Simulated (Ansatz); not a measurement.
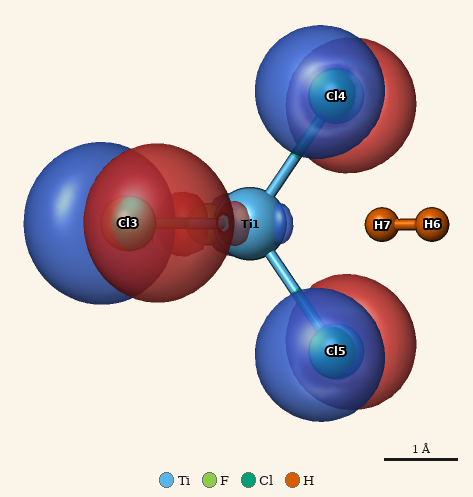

Figure. Cl3FTi···H2. The HOMO−1 at ±0.1 Å⁻³ᐟ² (blue and red are the two phases), seen at an oblique angle.

Level of theory: Ansatz, RKS PBE0-D4/def2-SVP.

The calculation's input:

```
crystal:
  periodic: [false, false, false]
  atoms:
    - { symbol: Ti, position_ang: [0.175762, 0.0, -0.064477] }
    - { symbol: F, position_ang: [0.210941, 0.0, 1.715144] }
    - { symbol: Cl, position_ang: [2.216269, 0.0, -0.752543] }
    - { symbol: Cl, position_ang: [-0.769006, 1.773764, -0.850011] }
    - { symbol: Cl, position_ang: [-0.769006, -1.773764, -0.850011] }
    - { symbol: H, position_ang: [-2.443478, 0.0, 1.187508] }
    - { symbol: H, position_ang: [-1.916682, 0.0, 1.675589] }
basis:
  gaussian: { orbitals: def2-SVP }
hamiltonian:
  xc: pbe0
  dispersion: d4
relax:
  f_tol: 0.03
  max_steps: 50
output:
  orbitals: {}
```

Launched as:

```sh
ansatz run input.yaml --threads 4 --pin off --max-ram 5120MiB --backend cpu --events-out ev --progress --plain --runs-dir out
```

The fields are those of the run's last geometry, not of the input's.

What is the character of this orbital?

It lies mainly on Cl3 (about 50 %), Cl4 (about 20 %), Cl5 (about 20 %) and Ti1 (about 5 %); largely a combination of lone pairs on Cl3, Cl4 and Cl5. Its energy is −9.87 eV.
